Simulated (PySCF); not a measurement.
**What a change does: NMR shielding calculation on C6H12F4Si4**

System: C6H12F4Si4 ((FSi)4CH26 adamantane).
Method of run 1: GIAO wB97X-D/pcSseg-1 NMR shielding, non-relativistic, gas phase (PySCF 2.14.0).

The geometry comes from this level: PBE0-D3(BJ)/def2-SVP. Text and figures count atoms from 1; the logs count them from 0 in places.

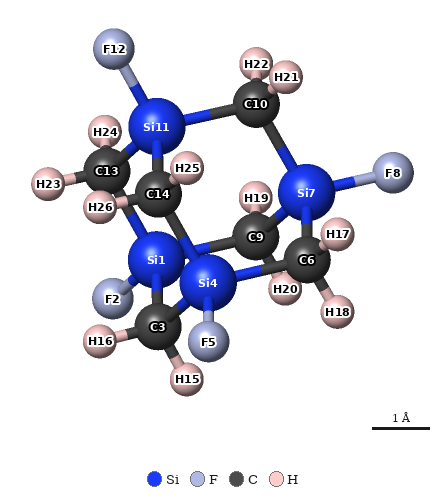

Figure 1. The structure as given in the input (ball-and-stick view, seen at a tilt; atoms are numbered from 1 in the order of the input). Bond lengths as drawn: C–H 1.10 Å, C–Si 1.87 Å and F–Si 1.63 Å.

### Input file, run 1
```
{"job": {"kind": "nmr", "xc": "wB97X-D", "basis": "pcSseg-1", "pop": false}, "charge": 0, "multiplicity": 1}
Si    -1.081655    -1.538160     0.014139
F     -2.013771    -2.878023     0.024090
C      0.037705    -1.532706     1.511888
Si     1.113024    -0.002332     1.506200
F      2.078314    -0.004786     2.823136
C      2.152606     0.013241    -0.048441
Si     1.045461     0.014515    -1.556506
F      1.956130     0.024341    -2.911307
C     -0.032108    -1.513258    -1.533204
C     -0.046582     1.531512    -1.516235
Si    -1.097972     1.526254     0.030678
F     -2.042631     2.857171     0.054871
C     -2.162409    -0.011766     0.049895
C      0.019441     1.514752     1.530485
H      0.672874    -2.435398     1.505552
H     -0.568346    -1.560076     2.433760
H      2.798427     0.908054    -0.058815
H      2.810733    -0.872337    -0.069453
H     -0.680387    -1.525012    -2.426368
H      0.598178    -2.418462    -1.569536
H      0.574768     2.443378    -1.539434
H     -0.694898     1.549604    -2.409258
H     -2.792582    -0.019321     0.955583
H     -2.839120    -0.011498    -0.821926
H      0.642894     2.425464     1.539349
H     -0.589545     1.520787     2.450816
```

The first line tells a small driver script what to run in PySCF; the rest is the geometry in Å.

Launched with:
```bash
OMP_NUM_THREADS=2 python <driver script> task.json out
```

Hardware: 2 CPU threads, shared host.

### Output, shortened to warnings, some set-up lines, iterations and results (run 1)
```
coarse grid: 24800 points
[...]
cycle   1  E = -1792.9751049963  dE =  2.163e+00  |g| = 1.137e+00  |ddm| = 5.080e+00
cycle   2  E = -1792.9597557193  dE =  1.535e-02  |g| = 1.333e+00  |ddm| = 1.675e+00
cycle   3  E = -1793.2060039392  dE = -2.462e-01  |g| = 1.132e-01  |ddm| = 8.702e-01
cycle   4  E = -1793.2086217296  dE = -2.618e-03  |g| = 4.124e-02  |ddm| = 1.137e-01
cycle   5  E = -1793.2090486062  dE = -4.269e-04  |g| = 6.142e-03  |ddm| = 6.028e-02
cycle   6  E = -1793.2090587221  dE = -1.012e-05  |g| = 1.744e-03  |ddm| = 1.087e-02
cycle   7  E = -1793.2090594841  dE = -7.620e-07  |g| = 4.652e-04  |ddm| = 3.805e-03
cycle   8  E = -1793.3246354464  dE = -3.114e-04  |g| = 1.101e-02  |ddm| = 6.362e-02
cycle   9  E = -1793.3246344492  dE =  9.972e-07  |g| = 1.216e-02  |ddm| = 1.642e-02
cycle  10  E = -1793.3246560433  dE = -2.159e-05  |g| = 1.147e-03  |ddm| = 7.153e-03
cycle  11  E = -1793.3246562626  dE = -2.194e-07  |g| = 3.665e-04  |ddm| = 1.408e-03
cycle  12  E = -1793.3246562969  dE = -3.422e-08  |g| = 7.835e-05  |ddm| = 6.264e-04
cycle  13  E = -1793.3246562987  dE = -1.810e-09  |g| = 1.756e-05  |ddm| = 1.228e-04
cycle  14  E = -1793.3246562988  dE = -1.442e-10  |g| = 5.980e-06  |ddm| = 4.864e-05
converged SCF energy = -1793.3246562988

GIAO shielding tensors (ppm)
atom      isotropic    diamagn.    paramagn.     s11        s22        s33       span
  0 Si     319.279     881.587    -562.308    294.297    294.680    368.861     74.564
  1 F      354.751     466.876    -112.125    348.055    348.362    367.836     19.781
  2 C      175.568     266.657     -91.089    153.708    179.049    193.945     40.236
  3 Si     319.109     881.587    -562.478    293.937    294.684    368.707     74.770
  4 F      354.700     466.917    -112.217    347.777    348.474    367.847     20.070
  5 C      175.683     266.657     -90.974    153.909    179.090    194.049     40.141
  6 Si     319.167     881.593    -562.426    294.216    294.541    368.746     74.530
  7 F      354.701     466.901    -112.201    348.021    348.277    367.804     19.783
  8 C      175.594     266.654     -91.060    153.710    179.134    193.938     40.228
  9 C      175.578     266.652     -91.074    153.714    179.100    193.921     40.207
 10 Si     319.185     881.582    -562.397    294.154    294.658    368.744     74.591
 11 F      354.770     466.879    -112.109    347.990    348.519    367.801     19.811
 12 C      175.732     266.624     -90.892    154.005    179.242    193.949     39.945
 13 C      175.535     266.659     -91.124    153.665    179.024    193.917     40.252
 14 H       31.036      32.424      -1.388     27.301     27.909     37.899     10.598
 15 H       31.036      32.393      -1.357     27.275     27.905     37.926     10.651
 16 H       31.030      32.409      -1.379     27.288     27.887     37.916     10.628
 17 H       31.031      32.399      -1.367     27.275     27.888     37.932     10.657
 18 H       31.035      32.406      -1.371     27.292     27.911     37.904     10.612
 19 H       31.039      32.407      -1.368     27.280     27.913     37.924     10.644
 20 H       31.035      32.414      -1.378     27.289     27.908     37.910     10.621
 21 H       31.034      32.393      -1.359     27.282     27.905     37.915     10.633
 22 H       31.041      32.400      -1.359     27.310     27.892     37.921     10.611
 23 H       31.038      32.356      -1.318     27.270     27.890     37.956     10.686
 24 H       31.036      32.408      -1.372     27.283     27.906     37.918     10.634
 25 H       31.038      32.416      -1.379     27.298     27.910     37.905     10.607
```

For run 2 the input was changed thus:
```diff
-"xc": "wB97X-D"
+"xc": "PBE0"
-"pop": false
```

How does run 2 compare with run 1?

The total energies belong to different methods, so their difference says nothing on which is more stable or more accurate. The HOMO goes from −10.64 to −8.77 eV. The LUMO goes from 1.21 to −0.65 eV. Of all shieldings, the largest change is that of F2, F5, F8 and F12, by −3.2 ppm. The functional changes from wB97X-D to PBE0. The SCF takes 13 iterations against 14.

### Output (run 2)
```
coarse grid: 24800 points
cycle   1  E = -1792.0249437605  dE =  1.758e+00  |g| = 1.194e+00  |ddm| = 5.219e+00
cycle   2  E = -1791.8615261834  dE =  1.634e-01  |g| = 1.634e+00  |ddm| = 2.126e+00
cycle   3  E = -1792.2792171554  dE = -4.177e-01  |g| = 1.949e-01  |ddm| = 1.320e+00
cycle   4  E = -1792.2867734901  dE = -7.556e-03  |g| = 3.768e-02  |ddm| = 1.705e-01
cycle   5  E = -1792.2870869067  dE = -3.134e-04  |g| = 9.038e-03  |ddm| = 4.669e-02
cycle   6  E = -1792.2871063993  dE = -1.949e-05  |g| = 1.258e-03  |ddm| = 1.362e-02
cycle   7  E = -1792.2871067692  dE = -3.699e-07  |g| = 1.911e-04  |ddm| = 2.066e-03
final grid: 225832 points
cycle   8  E = -1792.3853317300  dE = -6.064e-05  |g| = 8.978e-03  |ddm| = 4.391e-02
cycle   9  E = -1792.3853252979  dE =  6.432e-06  |g| = 1.027e-02  |ddm| = 1.485e-02
cycle  10  E = -1792.3853516691  dE = -2.637e-05  |g| = 1.238e-03  |ddm| = 8.460e-03
cycle  11  E = -1792.3853519196  dE = -2.505e-07  |g| = 3.459e-04  |ddm| = 1.308e-03
cycle  12  E = -1792.3853519354  dE = -1.584e-08  |g| = 5.509e-05  |ddm| = 2.332e-04
cycle  13  E = -1792.3853519360  dE = -6.521e-10  |g| = 2.080e-05  |ddm| = 1.128e-04
converged SCF energy = -1792.3853519360

GIAO shielding tensors (ppm)
atom      isotropic    diamagn.    paramagn.     s11        s22        s33       span
  0 Si     320.581     881.430    -560.849    296.405    296.796    368.541     72.136
  1 F      351.522     466.515    -114.994    345.951    346.281    362.333     16.382
  2 C      174.102     265.384     -91.282    150.815    177.988    193.504     42.689
  3 Si     320.410     881.426    -561.015    296.056    296.795    368.380     72.324
  4 F      351.465     466.553    -115.088    345.641    346.416    362.338     16.697
  5 C      174.246     265.400     -91.154    151.062    178.065    193.611     42.548
  6 Si     320.482     881.431    -560.948    296.343    296.680    368.424     72.081
  7 F      351.459     466.539    -115.079    345.907    346.179    362.291     16.384
  8 C      174.130     265.386     -91.256    150.819    178.077    193.495     42.676
  9 C      174.114     265.383     -91.269    150.823    178.041    193.478     42.654
 10 Si     320.481     881.426    -560.945    296.262    296.762    368.419     72.156
 11 F      351.546     466.518    -114.972    345.876    346.467    362.295     16.419
 12 C      174.288     265.365     -91.077    151.148    178.203    193.513     42.365
 13 C      174.066     265.385     -91.319    150.765    177.958    193.476     42.711
 14 H       30.834      32.138      -1.304     27.100     27.769     37.634     10.534
 15 H       30.834      32.112      -1.278     27.076     27.765     37.661     10.584
 16 H       30.829      32.126      -1.298     27.088     27.746     37.651     10.563
 17 H       30.830      32.117      -1.287     27.075     27.747     37.668     10.592
 18 H       30.834      32.123      -1.289     27.092     27.770     37.639     10.547
 19 H       30.837      32.125      -1.288     27.080     27.773     37.658     10.578
 20 H       30.834      32.131      -1.297     27.090     27.767     37.645     10.555
 21 H       30.832      32.111      -1.279     27.082     27.765     37.650     10.568
 22 H       30.839      32.118      -1.280     27.109     27.751     37.656     10.547
 23 H       30.837      32.078      -1.242     27.070     27.749     37.692     10.622
 24 H       30.834      32.124      -1.290     27.083     27.767     37.653     10.569
 25 H       30.836      32.133      -1.297     27.098     27.770     37.639     10.542
```

### The two runs side by side

```tsv
quantity	run 1	run 2
outcome	converged	converged
total energy (hartree)	−1793.324656	−1792.385352
HOMO (eV)	−10.64	−8.77
LUMO (eV)	1.21	−0.65
dipole moment (D)	0.00	0.00
shielding of F2 (ppm)	354.8	351.5
shielding of C3 (ppm)	175.6	174.1
shielding of F5 (ppm)	354.7	351.5
shielding of F8 (ppm)	354.7	351.5
shielding of C10 (ppm)	175.6	174.1
shielding of F12 (ppm)	354.8	351.5
shielding of C14 (ppm)	175.5	174.1
SCF iterations	14	13
basis functions	326	326
wall time (shared host)	84 s	88 s
```
